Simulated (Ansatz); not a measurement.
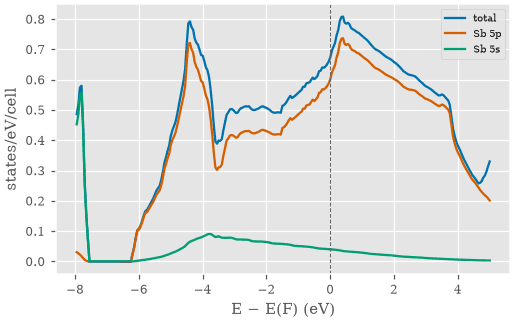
Figure. Total and projected density of states of Sb (fcc (Cu type), Fm-3m), r²SCAN+D4 (plane waves, PAW; program Ansatz)

Question: Which orbitals carry the states next to the Fermi level?

Answer: Within 0.5 eV of the Fermi level: Sb 5p 90 %, Sb 5s 6 %. Projections are on Löwdin-orthogonalised atomic valence shells; empty p or d shells of many metals are not among them.

Question: Where is the tallest occupied peak in this window, and what makes it?

Answer: Near -4.4 eV, about 0.79 states/eV per cell; the largest projected share is Sb 5p.

The workflow started from an entry of the Crystallography Open Database (COD), which files this formula under 5 space groups. It is not the phase usual at ambient conditions (space group No. 166). The r²SCAN+D4 relaxation kept the symmetry of its start. At this level the phase is mechanically unstable. Scalar-relativistic: spin–orbit coupling is off unless named, which matters more the heavier the elements.

Potentials: the later of the program's two PAW sets.
